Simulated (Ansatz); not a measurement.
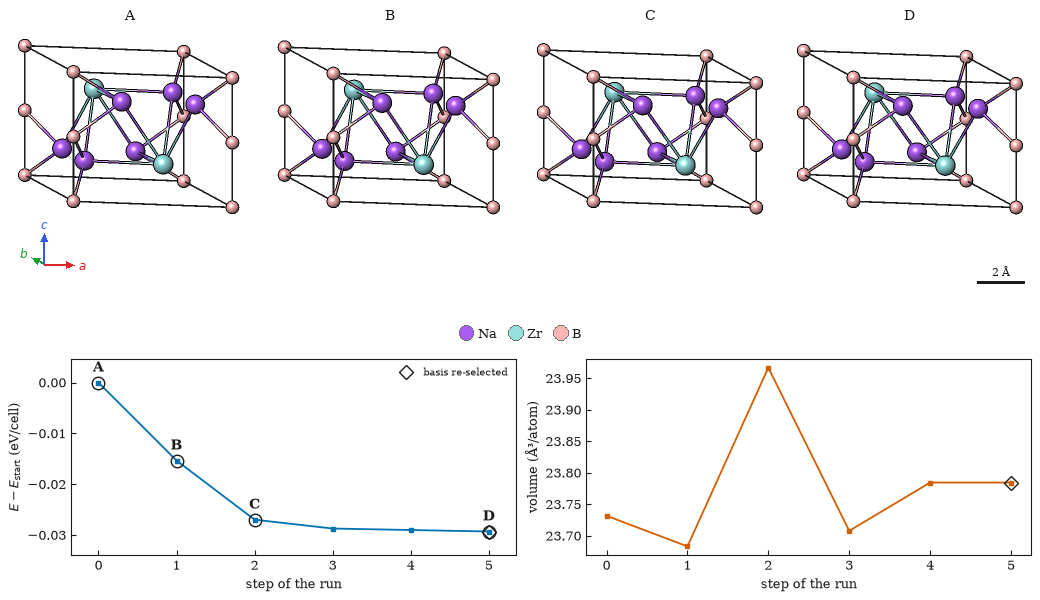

Frames of a relaxation of solid Na$_{3}$ZrB (built on the hexagonal perovskite (2H) type), marked on the history of the run. A ball-and-stick model of the cell of the calculation, seen slightly off an axis.

Case: hexagonal perovskite (2H) type (P6_3/mmc, No. 194).

Theory: Ansatz, DFT PBE, scalar-relativistic, plane waves, PAW. (plane-wave cutoff 420 eV; k-point mesh 6 × 6 × 8; occupations gaussian; smearing width 0.1 eV; no spin polarisation; cell and atoms relaxed; force threshold 0.01 eV/Å; at most 80 steps)

> Describe the path.

The atoms keep their places relative to the cell (all moves are under 0.005 Å). Cell: a = b 6.979 → 7.144 Å (+2.4 %), c 5.627 → 5.382 Å (−4.4 %). Volume +0.2 %. Among the contacts that change: Na–Zr 3.493 → 3.575 Å, Na–Na 3.225 → 3.301 Å, Na–Zr 3.374 → 3.298 Å, B–Na 2.584 → 2.594 Å. Bond angles that change, for instance: Zr–Na–Zr 113.0° → 109.4°, Zr–Na–B 90.5° → 94.1°, B–Na–B 66.0° → 62.5°. The space group stays P6_3/mmc (No. 194). The energy falls by 29.3 meV per cell of the calculation in 4 accepted moves (5 points after the start). The largest force component goes from 0.039 to 0.00066 eV/Å. Pressure: −0.02 GPa at the start and 0.00 GPa at the end. At 1 point the geometry stayed and the basis and grid were re-selected for the new cell (energy shift of 0.3 meV per cell of the calculation at most each time). The run took 94 s on 1 thread of Oxide Virtual Turin-like Processor (Zen 5) (shared host), peak memory 0.71 GiB. From step 0 to 1: volume −0.2 %, energy −15.3 meV per cell of the calculation. From step 1 to 2: Na atoms move most (0.02 Å), volume +1.2 %, energy −11.6 meV per cell of the calculation. From step 2 to 5: volume −0.8 %, energy −2.3 meV per cell of the calculation.

```json
{"step": "0", "E − E(0), meV/atom": "0.00", "largest force component, eV/Å": "0.0391", "pressure, GPa": "-0.02", "volume, Å³/atom": "23.732", "note": ""}
{"step": "1", "E − E(0), meV/atom": "-1.53", "largest force component, eV/Å": "0.0064", "pressure, GPa": "0.02", "volume, Å³/atom": "23.683", "note": ""}
{"step": "2", "E − E(0), meV/atom": "-2.70", "largest force component, eV/Å": "0.0337", "pressure, GPa": "-0.15", "volume, Å³/atom": "23.967", "note": ""}
{"step": "3", "E − E(0), meV/atom": "-2.87", "largest force component, eV/Å": "0.0158", "pressure, GPa": "0.07", "volume, Å³/atom": "23.708", "note": ""}
{"step": "4", "E − E(0), meV/atom": "-2.90", "largest force component, eV/Å": "0.0007", "pressure, GPa": "0.00", "volume, Å³/atom": "23.785", "note": ""}
{"step": "5", "E − E(0), meV/atom": "-2.93", "largest force component, eV/Å": "0.0007", "pressure, GPa": "0.00", "volume, Å³/atom": "23.785", "note": "same geometry, new basis"}
```
